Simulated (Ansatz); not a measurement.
# CHSi (quartet): B2PLYP, RPA-PBE over a scan of the scale of all distances, 6-31G, part 2 of 2

Ansatz 0.2.0, Gaussian basis; 6-31G, all electrons in the functionals, frozen cores in the correlation of double hybrids and RPA.

### 10 RPA-PBE, 0.876

The input, in.yaml:

```yaml
crystal:
  periodic: [false, false, false]
  atoms:
    - {symbol: Si, position_ang: [0.000000, -0.072910, 0.461855]}
    - {symbol: C, position_ang: [0.000000, 0.066771, -1.143840]}
    - {symbol: H, position_ang: [0.000000, 1.235946, 0.760838]}
basis:
  gaussian: {orbitals: 6-31G}
magnetization: {spin_polarized: true, initial_magnetization: 3}
hamiltonian: {xc: {name: PBE}}
correlation: {method: rpa, electrons: outside_noble_gas}
```

Run with:

```console
> ansatz run in.yaml --threads 1 --pin off --events-out ev --progress --plain --max-ram 2393MiB
```

The program printed, cut to the lines that bear on the results:

```text
Functional definition: PBE
  name "PBE"
  cite "Perdew, Burke & Ernzerhof, Phys. Rev. Lett. 77, 3865 (1996) doi:10.1103/PhysRevLett.77.3865"
  parent pbe
[...]
299 factors; integrals over basis functions are off by at most 1.6e-4 eV
[...]
mean field -8915.34467701 eV, -327.6328738424 hartree, gradient 4.3e-6 eV, S^2 3.753316; 6 other end points of the search recorded, 0 dependent functions left out
6 core orbitals not correlated: weight in the atoms' cores, before any rotation towards them, 1.000 or more for the frozen orbitals, at most 0.000 for the correlated occupied ones
reference -8899.38356731 eV, -327.0463138800 hartree; 6, 3 occupied and 12, 15 virtual orbitals, 299 factors
Total energy: -8904.51108040 eV, -327.2347465101 hartree
```

It took 2.3 s on 1 thread of Arm Neoverse V1, shared host.

From the report: ⟨S²⟩ of the determinant 3.753 (pure quartet: 3.75).

### 11 RPA-PBE, 1.000

The input, in.yaml:

```yaml
crystal:
  periodic: [false, false, false]
  atoms:
    - {symbol: Si, position_ang: [0.000000, -0.083231, 0.527232]}
    - {symbol: C, position_ang: [0.000000, 0.076222, -1.305753]}
    - {symbol: H, position_ang: [0.000000, 1.410897, 0.868536]}
basis:
  gaussian: {orbitals: 6-31G}
magnetization: {spin_polarized: true, initial_magnetization: 3}
hamiltonian: {xc: {name: PBE}}
correlation: {method: rpa, electrons: outside_noble_gas}
```

Launched as before.

The program printed, cut to the lines that bear on the results:

```text
Functional definition: PBE
  name "PBE"
  cite "Perdew, Burke & Ernzerhof, Phys. Rev. Lett. 77, 3865 (1996) doi:10.1103/PhysRevLett.77.3865"
  parent pbe
[...]
299 factors; integrals over basis functions are off by at most 2.1e-4 eV
[...]
mean field -8916.94850805 eV, -327.6918135462 hartree, gradient 1.8e-6 eV, S^2 3.753568; 9 other end points of the search recorded, 0 dependent functions left out
6 core orbitals not correlated: weight in the atoms' cores, before any rotation towards them, 1.000 or more for the frozen orbitals, at most 0.000 for the correlated occupied ones
reference -8900.83456218 eV, -327.0996369578 hartree; 6, 3 occupied and 12, 15 virtual orbitals, 299 factors
Total energy: -8906.27772833 eV, -327.2996696243 hartree
```

Wall time 2.5 s (1 thread of Arm Neoverse V1, shared host).

From the report: ⟨S²⟩ of the determinant 3.754 (pure quartet: 3.75).

### 12 RPA-PBE, 1.116

The input, in.yaml:

```yaml
crystal:
  periodic: [false, false, false]
  atoms:
    - {symbol: Si, position_ang: [0.000000, -0.092886, 0.588391]}
    - {symbol: C, position_ang: [0.000000, 0.085064, -1.457220]}
    - {symbol: H, position_ang: [0.000000, 1.574561, 0.969286]}
basis:
  gaussian: {orbitals: 6-31G}
magnetization: {spin_polarized: true, initial_magnetization: 3}
hamiltonian: {xc: {name: PBE}}
correlation: {method: rpa, electrons: outside_noble_gas}
```

The command is unchanged.

The program printed, cut to the lines that bear on the results:

```text
Functional definition: PBE
  name "PBE"
  cite "Perdew, Burke & Ernzerhof, Phys. Rev. Lett. 77, 3865 (1996) doi:10.1103/PhysRevLett.77.3865"
  parent pbe
[...]
299 factors; integrals over basis functions are off by at most 2.2e-4 eV
[...]
mean field -8916.88067416 eV, -327.6893206967 hartree, gradient 5.7e-6 eV, S^2 3.753878; 10 other end points of the search recorded, 0 dependent functions left out
6 core orbitals not correlated: weight in the atoms' cores, before any rotation towards them, 1.000 or more for the frozen orbitals, at most 0.000 for the correlated occupied ones
reference -8900.61500073 eV, -327.0915682232 hartree; 6, 3 occupied and 12, 15 virtual orbitals, 299 factors
Total energy: -8906.34737974 eV, -327.3022292662 hartree
```

Wall time 2.7 s (1 thread of Arm Neoverse V1, shared host).

From the report: ⟨S²⟩ of the determinant 3.754 (pure quartet: 3.75).

From 1.000: -1.6 kcal/mol.

### 13 RPA-PBE, 1.311

The input, in.yaml:

```yaml
crystal:
  periodic: [false, false, false]
  atoms:
    - {symbol: Si, position_ang: [0.000000, -0.109116, 0.691201]}
    - {symbol: C, position_ang: [0.000000, 0.099927, -1.711842]}
    - {symbol: H, position_ang: [0.000000, 1.849686, 1.138651]}
basis:
  gaussian: {orbitals: 6-31G}
magnetization: {spin_polarized: true, initial_magnetization: 3}
hamiltonian: {xc: {name: PBE}}
correlation: {method: rpa, electrons: outside_noble_gas}
```

The command is unchanged.

The program printed, cut to the lines that bear on the results:

```text
Functional definition: PBE
  name "PBE"
  cite "Perdew, Burke & Ernzerhof, Phys. Rev. Lett. 77, 3865 (1996) doi:10.1103/PhysRevLett.77.3865"
  parent pbe
[...]
299 factors; integrals over basis functions are off by at most 2.2e-4 eV
[...]
mean field -8915.68116124 eV, -327.6452394097 hartree, gradient 1.2e-6 eV, S^2 3.754192; 10 other end points of the search recorded, 0 dependent functions left out
6 core orbitals not correlated: weight in the atoms' cores, before any rotation towards them, 1.000 or more for the frozen orbitals, at most 0.000 for the correlated occupied ones
reference -8899.10834363 eV, -327.0361995960 hartree; 6, 3 occupied and 12, 15 virtual orbitals, 299 factors
Total energy: -8905.40461429 eV, -327.2675832751 hartree
```

It took 3.1 s on 1 thread of Arm Neoverse V1, shared host.

From the report: ⟨S²⟩ of the determinant 3.754 (pure quartet: 3.75).

From 1.000: +20.1 kcal/mol.

### 14 RPA-PBE, 1.491

The input, in.yaml:

```yaml
crystal:
  periodic: [false, false, false]
  atoms:
    - {symbol: Si, position_ang: [0.000000, -0.124097, 0.786103]}
    - {symbol: C, position_ang: [0.000000, 0.113647, -1.946878]}
    - {symbol: H, position_ang: [0.000000, 2.103648, 1.294987]}
basis:
  gaussian: {orbitals: 6-31G}
magnetization: {spin_polarized: true, initial_magnetization: 3}
hamiltonian: {xc: {name: PBE}}
correlation: {method: rpa, electrons: outside_noble_gas}
```

The command is unchanged.

The program printed, cut to the lines that bear on the results:

```text
Functional definition: PBE
  name "PBE"
  cite "Perdew, Burke & Ernzerhof, Phys. Rev. Lett. 77, 3865 (1996) doi:10.1103/PhysRevLett.77.3865"
  parent pbe
[...]
299 factors; integrals over basis functions are off by at most 1.7e-4 eV
[...]
mean field -8914.39009591 eV, -327.5977936340 hartree, gradient 8.8e-6 eV, S^2 3.756533; 16 other end points of the search recorded, 0 dependent functions left out
6 core orbitals not correlated: weight in the atoms' cores, before any rotation towards them, 1.000 or more for the frozen orbitals, at most 0.000 for the correlated occupied ones
reference -8897.45358818 eV, -326.9753884550 hartree; 6, 3 occupied and 12, 15 virtual orbitals, 299 factors
Total energy: -8904.38345843 eV, -327.2300564896 hartree
```

It took 4.3 s on 1 thread of Arm Neoverse V1, shared host.

From the report: ⟨S²⟩ of the determinant 3.757 (pure quartet: 3.75).

From 1.000: +43.7 kcal/mol.

### 15 RPA-PBE, 1.742

The input, in.yaml:

```yaml
crystal:
  periodic: [false, false, false]
  atoms:
    - {symbol: Si, position_ang: [0.000000, -0.144988, 0.918438]}
    - {symbol: C, position_ang: [0.000000, 0.132779, -2.274622]}
    - {symbol: H, position_ang: [0.000000, 2.457783, 1.512990]}
basis:
  gaussian: {orbitals: 6-31G}
magnetization: {spin_polarized: true, initial_magnetization: 3}
hamiltonian: {xc: {name: PBE}}
correlation: {method: rpa, electrons: outside_noble_gas}
```

Same command.

The program printed, cut to the lines that bear on the results:

```text
Functional definition: PBE
  name "PBE"
  cite "Perdew, Burke & Ernzerhof, Phys. Rev. Lett. 77, 3865 (1996) doi:10.1103/PhysRevLett.77.3865"
  parent pbe
[...]
299 factors; integrals over basis functions are off by at most 1.6e-4 eV
[...]
mean field -8912.88490961 eV, -327.5424790578 hartree, gradient 2.1e-6 eV, S^2 3.932099; 14 other end points of the search recorded, 0 dependent functions left out
6 core orbitals not correlated: weight in the atoms' cores, before any rotation towards them, 1.000 or more for the frozen orbitals, at most 0.000 for the correlated occupied ones
reference -8895.74599787 eV, -326.9126356685 hartree; 6, 3 occupied and 12, 15 virtual orbitals, 299 factors
Total energy: -8903.24323474 eV, -327.1881540415 hartree
```

Wall time 4.8 s (1 thread of Arm Neoverse V1, shared host).

From the report: ⟨S²⟩ of the determinant 3.932 (pure quartet: 3.75).

From 1.000: +70.0 kcal/mol.

### 16 RPA-PBE, 1.986

The input, in.yaml:

```yaml
crystal:
  periodic: [false, false, false]
  atoms:
    - {symbol: Si, position_ang: [0.000000, -0.165297, 1.047083]}
    - {symbol: C, position_ang: [0.000000, 0.151377, -2.593225]}
    - {symbol: H, position_ang: [0.000000, 2.802042, 1.724913]}
basis:
  gaussian: {orbitals: 6-31G}
magnetization: {spin_polarized: true, initial_magnetization: 3}
hamiltonian: {xc: {name: PBE}}
correlation: {method: rpa, electrons: outside_noble_gas}
```

Launched as before.

The program printed, cut to the lines that bear on the results:

```text
Functional definition: PBE
  name "PBE"
  cite "Perdew, Burke & Ernzerhof, Phys. Rev. Lett. 77, 3865 (1996) doi:10.1103/PhysRevLett.77.3865"
  parent pbe
[...]
300 factors; integrals over basis functions are off by at most 2.2e-4 eV
[...]
mean field -8912.00785698 eV, -327.5102479683 hartree, gradient 2.3e-6 eV, S^2 4.410540; 11 other end points of the search recorded, 0 dependent functions left out
6 core orbitals not correlated: weight in the atoms' cores, before any rotation towards them, 1.000 or more for the frozen orbitals, at most 0.000 for the correlated occupied ones
reference -8895.41681754 eV, -326.9005385146 hartree; 6, 3 occupied and 12, 15 virtual orbitals, 300 factors
Total energy: -8902.63706336 eV, -327.1658776542 hartree
```

Run time: 6 s. Hardware: 1 thread of Arm Neoverse V1, shared host.

From the report: ⟨S²⟩ of the determinant 4.411 (pure quartet: 3.75). The determinant is far from a pure spin state, so its energy mixes those of several spin states (harmless only where they are near-degenerate, as at dissociation).

From 1.000: +84.0 kcal/mol.

### 17 RPA-PBE, 2.381

The input, in.yaml:

```yaml
crystal:
  periodic: [false, false, false]
  atoms:
    - {symbol: Si, position_ang: [0.000000, -0.198173, 1.255339]}
    - {symbol: C, position_ang: [0.000000, 0.181485, -3.108998]}
    - {symbol: H, position_ang: [0.000000, 3.359346, 2.067984]}
basis:
  gaussian: {orbitals: 6-31G}
magnetization: {spin_polarized: true, initial_magnetization: 3}
hamiltonian: {xc: {name: PBE}}
correlation: {method: rpa, electrons: outside_noble_gas}
```

The command is unchanged.

The program printed, cut to the lines that bear on the results:

```text
Functional definition: PBE
  name "PBE"
  cite "Perdew, Burke & Ernzerhof, Phys. Rev. Lett. 77, 3865 (1996) doi:10.1103/PhysRevLett.77.3865"
  parent pbe
[...]
300 factors; integrals over basis functions are off by at most 2.3e-4 eV
[...]
mean field -8911.38563634 eV, -327.4873817814 hartree, gradient 2.5e-6 eV, S^2 4.697190; 7 other end points of the search recorded, 0 dependent functions left out
6 core orbitals not correlated: weight in the atoms' cores, before any rotation towards them, 1.000 or more for the frozen orbitals, at most 0.000 for the correlated occupied ones
reference -8894.90145404 eV, -326.8815992554 hartree; 6, 3 occupied and 12, 15 virtual orbitals, 300 factors
Total energy: -8902.54201697 eV, -327.1623847638 hartree
```

Wall time 7.5 s (1 thread of Arm Neoverse V1, shared host).

From the report: ⟨S²⟩ of the determinant 4.697 (pure quartet: 3.75). The determinant is far from a pure spin state, so its energy mixes those of several spin states (harmless only where they are near-degenerate, as at dissociation).

From 1.000: +86.1 kcal/mol.

### 18 Against the wave-function levels

The yardstick is full CI for this spin, exact in this basis with these frozen cores. It comes from earlier runs at the same points. Energies in kcal/mol, counted from 1.000; blanks weren't run or aren't comparable.

```tsv
level	0.876	1.000	1.116	1.311	1.491	1.742	1.986	2.381
FCI	39.1	0.0	1.0	28.7	56.9	84.3		
B2PLYP	35.6	0.0	2.9	33.4	68.1	96.8	107.7	113.8
RPA-PBE	40.7	0.0	-1.6	20.1	43.7	70.0	84.0	86.1
```

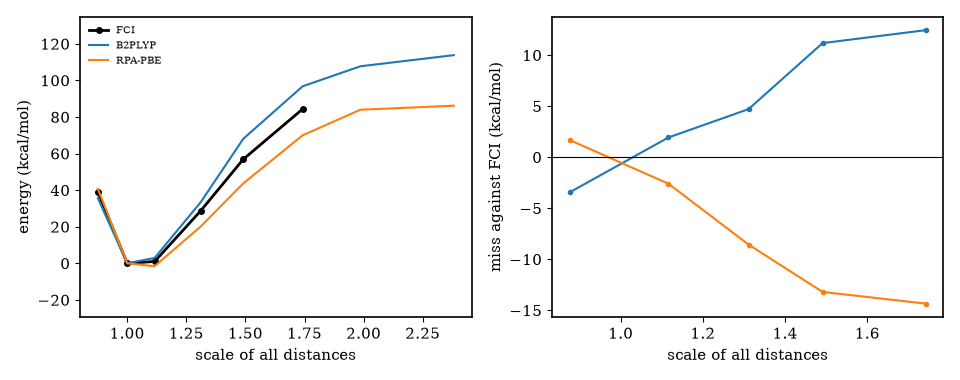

Left: the curves (the axis may cut off levels that run far away). Right: misses against FCI, in the same colours.

Largest miss and mean time a point (FCI took 4.1 min a point; shared hosts):

```tsv
level	largest miss (kcal/mol)	where	time a point
B2PLYP	+12.4	1.742	6.1 s
RPA-PBE	-14.3	1.742	4.2 s
```

### 19 What came out

The summary covers parts 1 to 2.

| quantity | value |
| --- | --- |
| span of the FCI curve (points where it is known) | 84.3 kcal/mol |
| largest miss, B2PLYP | +12.4 kcal/mol (1.742) |
| largest miss, RPA-PBE | -14.3 kcal/mol (1.742) |

In words: Misses are known at 5 of 7 points at best, and only functionals with that many are ranked. Of the functionals, B2PLYP keep the smallest largest miss at the points compared (at most 12.4 kcal/mol) and RPA-PBE strays most (14.3 kcal/mol, at 1.742). B2PLYP, RPA-PBE clearly break the spin symmetry at some points (⟨S²⟩ up to 0.96 above the pure value), so energy there is bought with a mixed spin. Functionals and the yardstick converge differently with the basis, so part of each miss in 6-31G is the basis.
